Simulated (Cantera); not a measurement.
A closed system holds: 1 mol CH2F2, 0.01 mol HCl, equilibrated at 2173 K.

Cantera equilibrium calculation (NASA polynomials, part measured and part estimated; ideal gas, pure solids and liquids). Candidate condensed phases: C, C6H6, C7H8, C8H18; 118 gas species. The numbers say what is thermodynamically allowed, not how fast it happens.

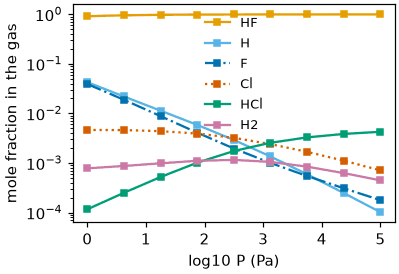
Equilibrium gas composition (values under 1e-9 drawn at 1e-9)

From 1.00 Pa to 1.00 bar the condensed part is C(graphite). The main C-bearing gas is C3 at 1.00 Pa and CF2 at 1.00 bar.
